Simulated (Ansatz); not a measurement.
## Electronic structure of AlF3GeH2O···HF in real space

```json
{"atom": "Ge", "x (Å)": "-0.2580", "y (Å)": "-0.1308", "z (Å)": "-0.2891"}
{"atom": "F", "x (Å)": "-0.3994", "y (Å)": "0.9143", "z (Å)": "2.0245"}
{"atom": "F", "x (Å)": "1.0196", "y (Å)": "-0.9797", "z (Å)": "0.4985"}
{"atom": "F", "x (Å)": "0.1328", "y (Å)": "1.5076", "z (Å)": "-0.6593"}
{"atom": "F", "x (Å)": "-0.3929", "y (Å)": "-0.9017", "z (Å)": "-1.8413"}
{"atom": "O", "x (Å)": "-1.8501", "y (Å)": "-0.3406", "z (Å)": "0.4592"}
{"atom": "Al", "x (Å)": "-3.3165", "y (Å)": "-1.2227", "z (Å)": "0.0552"}
{"atom": "H", "x (Å)": "-3.3459", "y (Å)": "-2.1505", "z (Å)": "-1.2320"}
{"atom": "H", "x (Å)": "-4.4757", "y (Å)": "-0.9697", "z (Å)": "1.1091"}
{"atom": "H", "x (Å)": "-1.2522", "y (Å)": "0.5356", "z (Å)": "1.8080"}
```

These are results of Ansatz 0.2.0, RKS PBE-D4/def2-SVP, not measurements.

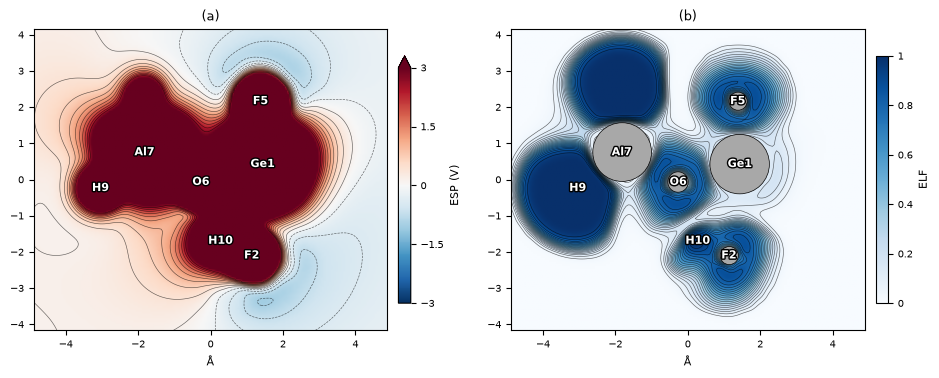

Figure 1. (a) electrostatic potential; (b) ELF on the plane of atoms F5, Ge1 and O6. Grey discs cover the atomic cores in the ELF map.

> Interpret the plot.

Atoms in the plane: Ge, F, O, Al and H. O6···H10 (1.72 Å): the ELF dips to about 0.15 between them; a closed-shell contact with the geometry of a hydrogen bond. Ge–F (1.74 Å): the ELF peaks at about 0.80 in the valence shell of F, 0.5 Å from its nucleus, and is about 0.25 at the midpoint. Al–O (1.76 Å): the ELF peaks at about 0.85 in the valence shell of O, 0.6 Å from its nucleus, and is about 0.40 at the midpoint. Ge–O (1.77 Å): the ELF peaks at about 0.80 in the valence shell of O, 0.6 Å from its nucleus, and is about 0.35 at the midpoint. F–H (0.96 Å): the ELF climbs to about 1 towards the hydrogen, as it does in any bond to H (a covalent bond by its length). The ELF also peaks beside F2 and F5, away from the bonds: lone-pair regions. Outside the dense part of the complex the potential is most negative (−1.0 V) near F2.

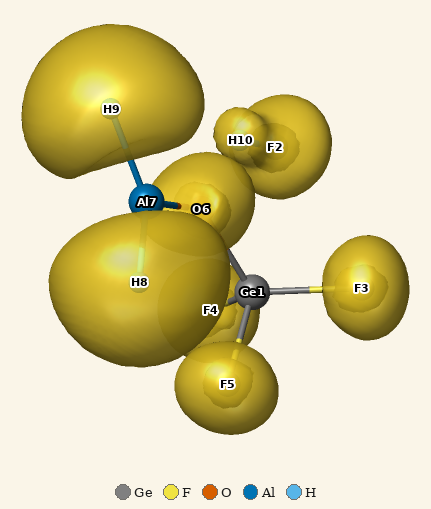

Figure 2. Isosurface of the ELF at 0.75 (yellow), seen at an oblique angle. Core shells and regions of very low density are left out.

> Identify the bonds, lone pairs and shells in this picture.

At this value the surface marks out two regions around hydrogen nuclei, three regions wrapped around F (the valence shell of each), one region wrapped around O (its valence shell) and one joined region spread over several atoms (F, H), in which their bonds and any lone pairs are merged. Profiles from the grid: Ge–F (1.72 Å): the ELF peaks at about 0.80 in the valence shell of F, 0.5 Å from its nucleus, and is about 0.25 at the midpoint.

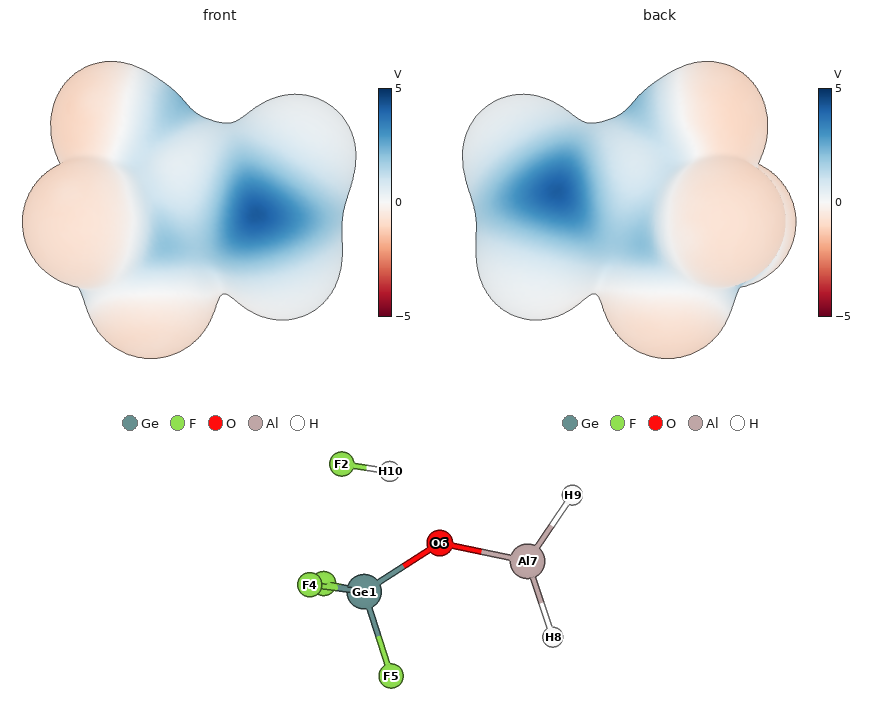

Figure 3. The molecular electrostatic potential painted on the density surface at 0.002 e/bohr³, seen from the front and from behind; red is negative and blue positive. The bare structure is drawn below in the same view.

> Where is the surface potential most negative and most positive?

The most negative region (about −1.0 V) lies over F2 and F4, the most positive (about +4.0 V) over Al7.
